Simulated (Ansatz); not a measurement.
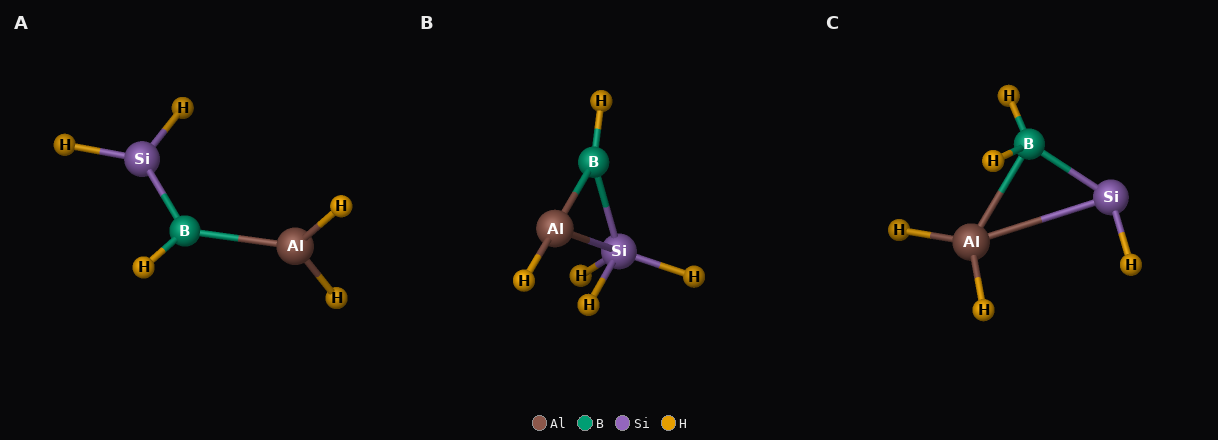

3 stationary structures of one formula. State: neutral, doublet. Geometries: PBE0-D4/def2-TZVP. Electronic energies: PBE-D4/def2-TZVPP (Ansatz 0.2.0), without zero-point energy. No frequency run is at hand to confirm each as a minimum. Each is one conformer, not always the lowest.

> Rank them by energy, lowest first.

B is lowest (Cs); C lies 0.278 eV above it (C1), A lies 0.469 eV above it (Cs).
